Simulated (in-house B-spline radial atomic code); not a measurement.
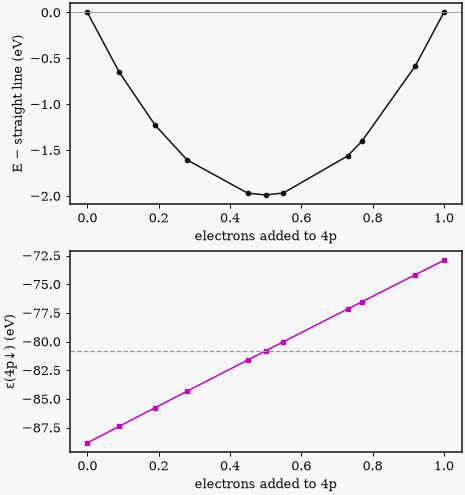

All numbers are computed, not measured: scalar-relativistic (spin-free one-electron X2C) LDA (Slater, VWN5), spin-polarised, spherical fractional occupations, Fermi nucleus, basis-set limit (an in-house B-spline radial code). The occupation of the 4p shell is varied from Zr⁵⁺ ([Ar] 3d10 4s2 4p5 (high spin)) to Zr⁴⁺ ([Kr]), with spherical fractional occupations. The plot shows the total energy less the straight line between the end points, and the eigenvalue of 4p↓ (the dashed line is minus the energy to take the whole electron out).

Q: What does the shape say about the method?

A: The curve is convex (below the straight line), with the largest deviation among the points computed, −1.99 eV, at 0.5. The end points differ by 80.8 eV, the energy to take the electron out. The eigenvalue, which is the slope of the energy (Janak's theorem), moves from −88.8 eV at 0 to −72.9 eV at 1; for a straight line it would stay constant, and a parabola would sag by an eighth of this change, scaled to a whole electron, 1.99 eV. Convexity is the mark of the delocalisation error, which puts fractional charges too low; for p, d and f shells the spherical spreading of the fraction adds to it.
